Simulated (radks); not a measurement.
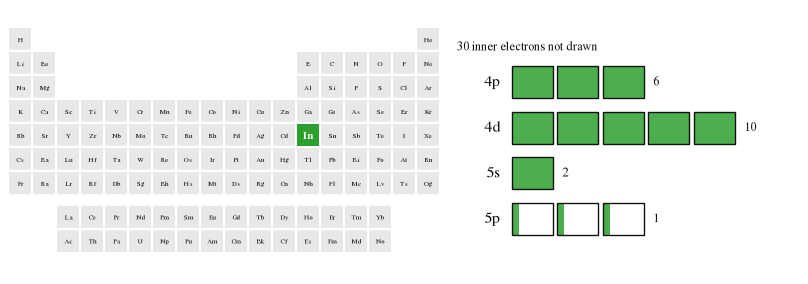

*Left, the place of indium in the periodic table; right, the outer shells as the input fills them: a box for each of the 2l + 1 orbitals, shaded by the share of the shell that is filled, with the electron count at the right.*

**Atomic calculation, with input and output: In**

- system: the neutral indium atom in the configuration [Kr] 4d10 5s2 5p1 (high spin).
- method: scalar-relativistic Kohn-Sham, PBE, spin-polarised, spherical densities, point nucleus (the in-house radial solver radks)

Input:
```
Z 49
configuration [Kr] 4d10 5s2 5p1
relativity scalar-relativistic
functional pbe,pbe
spin polarised
nucleus point
c 137.035999084
```

Energies in input and log are in hartree, lengths in bohr.

Log:
```
1s      1   1.0000       -1019.95304444
2s      1   1.0000        -152.71468463
2p      1   3.0000        -137.06664865
3s      1   1.0000         -28.97735951
3p      1   3.0000         -23.85331089
3d      1   5.0000         -15.89986731
4s      1   1.0000          -4.39560703
4p      1   3.0000          -2.86948327
4d      1   5.0000          -0.68368217
5s      1   1.0000          -0.31029476
5p      1   1.0000          -0.10210501
1s      2   1.0000       -1019.95265518
2s      2   1.0000        -152.71468319
2p      2   3.0000        -137.06644712
3s      2   1.0000         -28.97708816
3p      2   3.0000         -23.85299858
3d      2   5.0000         -15.89962034
4s      2   1.0000          -4.39510501
4p      2   3.0000          -2.86887251
4d      2   5.0000          -0.68096498
5s      2   1.0000          -0.28912136
5p      2   0.0000          -0.07792588
Etot -5881.641872397885
Ekin 6130.55924267987
Encl -14221.621323462281
Eh 2368.923935484112
Exc -159.50372709958606
err 4.563237383984228e-09
it 14
```

Orbitals:

| orbital | occupation | energy (eV) | ⟨r⟩ (bohr) | outer maximum (bohr) |
| --- | --- | --- | --- | --- |
| 1s up | 1 | −27754.3 | 0.02971 | 0.0192 |
| 1s down | 1 | −27754.3 | 0.02971 | 0.0192 |
| 2s up | 1 | −4155.6 | 0.1285 | 0.109 |
| 2s down | 1 | −4155.6 | 0.1285 | 0.109 |
| 2p up | 3 | −3729.8 | 0.1122 | 0.0869 |
| 2p down | 3 | −3729.8 | 0.1122 | 0.0869 |
| 3s up | 1 | −788.514 | 0.3486 | 0.316 |
| 3s down | 1 | −788.507 | 0.3486 | 0.316 |
| 3p up | 3 | −649.082 | 0.3471 | 0.309 |
| 3p down | 3 | −649.073 | 0.3471 | 0.309 |
| 3d up | 5 | −432.657 | 0.3244 | 0.258 |
| 3d down | 5 | −432.651 | 0.3243 | 0.258 |
| 4s up | 1 | −119.611 | 0.8480 | 0.770 |
| 4s down | 1 | −119.597 | 0.8480 | 0.770 |
| 4p up | 3 | −78.083 | 0.9220 | 0.816 |
| 4p down | 3 | −78.066 | 0.9217 | 0.816 |
| 4d up | 5 | −18.604 | 1.185 | 0.931 |
| 4d down | 5 | −18.530 | 1.180 | 0.931 |
| 5s up | 1 | −8.444 | 2.619 | 2.17 |
| 5s down | 1 | −7.867 | 2.599 | 2.14 |
| 5p up | 1 | −2.778 | 3.704 | 2.87 |
| 5p down | 0 | −2.120 | 3.714 | 2.84 |

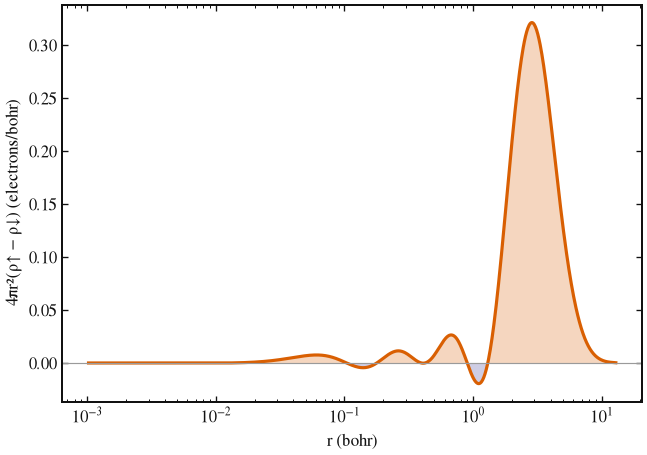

*The radial spin density.*

The curve integrates to 1 unpaired electron, held by 5p (+1). Its largest value, 0.321 electrons/bohr, lies near r = 2.9 bohr. Regions of the opposite sign hold 0.0053 electrons in all, from the polarisation of filled shells.

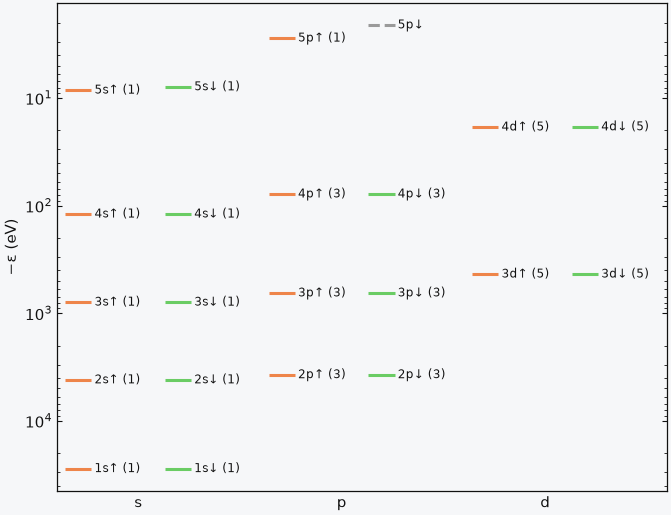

*The occupied levels and a few empty ones, on a logarithmic scale of binding energy, are drawn by angular momentum (occupations in brackets, up spins at the left of each column and down spins at the right, empty levels dashed).*

The highest occupied level is 5p up at −2.78 eV. The highest 5 occupied levels, from the top down, are 5p up (−2.78 eV), 5s down (−7.87 eV), 5s up (−8.44 eV), 4d down (−18.5 eV), 4d up (−18.6 eV). The lowest empty level drawn is 5p down at −2.12 eV. The largest exchange splitting (down less up) among the shells drawn in both spins is that of 5p, 0.658 eV.

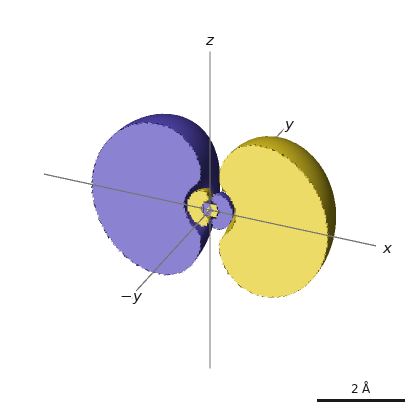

*The 5p(x) orbital of up spin. The surface of constant |ψ| that holds about 80 % of the electron is drawn, yellow where ψ is positive and blue where it is negative, with the half in front of the xz plane cut away and the cut face painted. The radial function comes from the spherical calculation and is multiplied by a real spherical harmonic; the overall sign is chosen so that the largest lobe of P(r) is positive; at the scalar-relativistic level it is the large component.*

It has the nodal plane yz and 3 radial nodes, at r = 0.132, 0.407 and 1.14 bohr; only the outer 2 can be made out at this scale. The outermost maximum of P² lies at 2.87 bohr, ⟨r⟩ = 3.70 bohr, 90 % of the charge lies within 5.79 bohr, and the eigenvalue is −2.78 eV, with 1 electron in the shell for this spin.

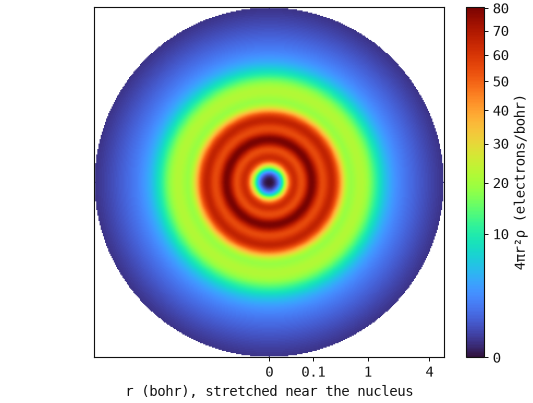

*The radial density 4πr²ρ as a disc about the nucleus, with the radius drawn as r to the power 0.35.*

There are 4 maxima, at r = 0.0209, 0.0918, 0.272 and 0.809 bohr, parted by minima at 0.0409, 0.178 and 0.592 bohr, inside which lie 2.0, 11.2 and 29.0 electrons. The configuration has 5 principal shells, so not every shell has a maximum of its own.

Key numbers:

```
                       quantity                      value
                        outcome                  converged
                   total energy         −5881.6419 hartree
                 kinetic energy          6130.5592 hartree
        electron–nucleus energy        −14221.6213 hartree
                 Hartree energy          2368.9239 hartree
    exchange–correlation energy        −159.503727 hartree
radius at density 0.001 e/bohr³                  4.63 bohr
                 SCF iterations                         14
                       hardware  1 CPU thread, shared host
```
